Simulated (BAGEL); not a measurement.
**SiF2 (SMILES F[Si]F): levels of theory compared**

Wanted: a comparison of 4 runs (B3LYP/6-31G*, B3LYP/def2-TZVP, PBE0/def2-TZVP, RI-MP2/def2-TZVP) of SiF2. 

The results are computed with BAGEL 1.2.2.

5 further runs of the same task are left out: 5 set aside as unsound or not needed. Runs told in other sessions of the task aren't counted.

### Step 1. Starting point

SiF2: 3 atoms, total charge 0, spin state singlet. SMILES: `F[Si]F`. The coordinates come from a PBE0-D4/def2-TZVP relaxation.

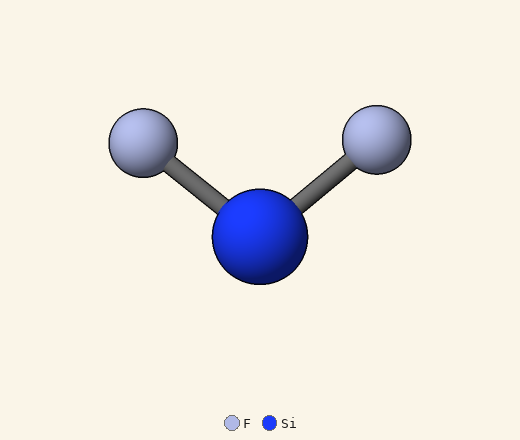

Viewed from a chosen angle; fluorine light blue, silicon blue.

### Step 2. The energy at B3LYP/6-31G(d) (density fitting with qzvpp-jkfit, spherical functions) (run 1)

input.json reads:

```json
{ "bagel" : [

{
  "title" : "molecule",
  "basis" : "6-31gs.json",
  "df_basis" : "qzvpp-jkfit",
  "angstrom" : true,
  "geometry" : [
    { "atom" : "F", "xyz" : [    0.166300,    1.246800,    0.229400 ] },
    { "atom" : "Si", "xyz" : [   -0.594900,   -0.046400,   -0.330100 ] },
    { "atom" : "F", "xyz" : [    0.428600,   -1.200400,    0.100700 ] }
  ]
},
{
  "title" : "ks",
  "xc_func" : "b3lyp"
},
{
  "title" : "print",
  "file" : "orbitals.molden",
  "orbitals" : true
}

]}
```

The basis set 6-31G* is read from a file made from the Basis Set Exchange's data (not shown).

On the command line:

```bash
$ BAGEL_NUM_THREADS=1 BAGEL input.json > input.out
```

The log of the run:

```text
* using 1 threads per process

  ===============================================================
  ===============================================================

  *** Geometry ***

  { "atom" : "F", "xyz" : [      0.314261,      2.356111,      0.433503 ] },
  { "atom" : "Si", "xyz" : [     -1.124198,     -0.087683,     -0.623799 ] },
  { "atom" : "F", "xyz" : [      0.809937,     -2.268427,      0.190295 ] },

  Number of auxiliary basis functions:      282

  Since a DF basis is specified, we compute 2- and 3-index integrals:
    o Being stored without compression. Storage requirement is 0.005 GB

  Number of basis functions:       46
  Number of electrons      :       32

    * METHOD: MOLECULE                             0.06

  *** Kohn-Sham DFT ***

    * Removing 3637 points whose weight is below 1.00e-10
    * Grid points: 41081

  === Nuclear Repulsion ===
   100.6584136052

       - DIIS with orbital gradients will be used.

  === KS iteration (b3lyp / 6-31gs.json) ===
      0       -474.76223839          0.17135602           0.08
      1       -458.16549264          0.24963689           0.07
      2       -477.05910580          0.17622548           0.06
[... 10 lines of this table left out ...]
     13       -489.25388295          0.00000001           0.06
    * SCF iteration converged.

    * Permanent dipole moment:
           (    0.308123,     0.024023,     0.170974) a.u.

    * METHOD: KS                                   0.94

    * METHOD: PRINT                                0.01

  ===============================================================
```

It took 1.1 s on 1 thread of Arm Neoverse V1, shared host.

### Step 3. A single-point energy at B3LYP/def2-TZVP (density fitting with qzvpp-jkfit) (run 2)

input.json reads:

```json
{ "bagel": [

{
  "title": "molecule",
  "basis": "def2-tzvp.json",
  "df_basis": "qzvpp-jkfit",
  "angstrom": true,
  "geometry": [
    { "atom": "F", "xyz": [    0.166300,    1.246800,    0.229400 ] },
    { "atom": "Si", "xyz": [   -0.594900,   -0.046400,   -0.330100 ] },
    { "atom": "F", "xyz": [    0.428600,   -1.200400,    0.100700 ] }
  ]
},
{
  "title": "ks",
  "xc_func": "b3lyp",
  "charge": 0
},
{
  "title": "print",
  "file": "orbitals.molden",
  "orbitals": true
}

]}
```

The basis set def2-TZVP is read from a file made from the Basis Set Exchange's data (not shown).

On the command line:

```bash
$ BAGEL_NUM_THREADS=1 BAGEL input.json > input.out
```

The log of the run:

```text
* using 1 threads per process

  ===============================================================
  ===============================================================

  *** Geometry ***

  { "atom" : "F", "xyz" : [      0.314261,      2.356111,      0.433503 ] },
  { "atom" : "Si", "xyz" : [     -1.124198,     -0.087683,     -0.623799 ] },
  { "atom" : "F", "xyz" : [      0.809937,     -2.268427,      0.190295 ] },

  Number of auxiliary basis functions:      282

  Since a DF basis is specified, we compute 2- and 3-index integrals:
    o Being stored without compression. Storage requirement is 0.022 GB

  Number of basis functions:       99
  Number of electrons      :       32

    * METHOD: MOLECULE                             0.10

  *** Kohn-Sham DFT ***

    * Removing 3637 points whose weight is below 1.00e-10
    * Grid points: 41081

  === Nuclear Repulsion ===
   100.6584136052

       - DIIS with orbital gradients will be used.

  === KS iteration (b3lyp / def2-tzvp.json) ===
      0       -440.44609792          0.22509336           0.17
      1       -416.06200374          0.26861034           0.14
      2       -427.93519226          0.21113919           0.12
[... 12 lines of this table left out ...]
     15       -489.39706763          0.00000000           0.12
    * SCF iteration converged.

    * Permanent dipole moment:
           (    0.399643,     0.031160,     0.221755) a.u.

    * METHOD: KS                                   2.18

    * METHOD: PRINT                                0.03

  ===============================================================
```

It took 2.4 s on 1 thread of Arm Neoverse V1, shared host; peak memory 0.22 GiB.

Run 3 isn't shown in full; the table further down has it.

### Step 4. A single-point energy at RI-MP2/def2-TZVP (density fitting with qzvpp-jkfit) (run 4)

input.json, as its differences from that of step 3:

```diff
@@ -13,12 +13,4 @@
 },
-{
-  "title": "ks",
-  "xc_func": "b3lyp",
-  "charge": 0
-},
-{
-  "title": "print",
-  "file": "orbitals.molden",
-  "orbitals": true
-}
+{ "title": "hf" },
+{ "title": "mp2", "ncore": 7 }
```

The basis set def2-TZVP is read from a file made from the Basis Set Exchange's data (not shown).

On the command line:

```bash
$ BAGEL_NUM_THREADS=1 BAGEL input.json > input.out
```

The log of the run:

```text
* using 1 threads per process

  ===============================================================
  ===============================================================

  *** Geometry ***

  { "atom" : "F", "xyz" : [      0.314261,      2.356111,      0.433503 ] },
  { "atom" : "Si", "xyz" : [     -1.124198,     -0.087683,     -0.623799 ] },
  { "atom" : "F", "xyz" : [      0.809937,     -2.268427,      0.190295 ] },

  Number of auxiliary basis functions:      282

[... 21 lines left out ...]
    * SCF iteration converged.
[... 1 line left out ...]
    * Permanent dipole moment:
[... 2 lines left out ...]
    * METHOD: HF                                   0.49

  *** RHF ***

  === Nuclear Repulsion ===
   100.6584136052

      * DIIS with orbital gradients will be used.

  === RHF iteration (def2-tzvp.json) ===
      0       -488.01085522          0.00000000           0.03
    * SCF iteration converged.

    * Permanent dipole moment:
           (    0.415347,     0.032382,     0.230467) a.u.

  === DF-MP2 calculation ===

    * freezing 7 orbitals
    * 3-index integral transformation done
    * assembly done

      MP2 correlation energy:   -0.5961499068      0.02

      MP2 total energy:       -488.6070051236

    * METHOD: MP2                                  0.09

  ===============================================================
```

It took 0.81 s on 1 thread of Arm Neoverse V1, shared host.

### Step 5. The series

| run | level | frozen core orbitals | energy (Eh) | dipole moment (D) | HOMO energy (eV) | LUMO energy (eV) | wall time |
| --- | --- | --- | --- | --- | --- | --- | --- |
| 1 | B3LYP/6-31G* (density fitting with qzvpp-jkfit, spherical functions) | – | -489.253883 | 0.90 | -7.87 | -2.04 | 1.1 s |
| 2 | B3LYP/def2-TZVP (density fitting with qzvpp-jkfit) | – | -489.397068 | 1.16 | -8.12 | -2.34 | 2.4 s |
| 3 | PBE0/def2-TZVP (density fitting with qzvpp-jkfit) | – | -489.060175 | 1.09 | -8.30 | -2.13 | 2.3 s |
| 4 | RI-MP2/def2-TZVP (density fitting with qzvpp-jkfit) | 7 | -488.607005 | – | – | – | 0.81 s |

### Step 6. Results

| quantity | value |
| --- | --- |
| run 4: total energy | -488.60701 Eh |
| run 4: correlation energy (7 core orbitals frozen) | -596.1 mEh |

**Reading.** Over runs 1, 2, 3 the dipole moment (its size) runs from 0.90 D (B3LYP/6-31G*) to 1.16 D (B3LYP/def2-TZVP). Over runs 1, 2, 3 the HOMO–LUMO gap runs from 5.78 eV (B3LYP/def2-TZVP) to 6.17 eV (PBE0/def2-TZVP). Totals of different functionals can't be ranked against each other. All runs together took 6.7 s, the longest 2.4 s.
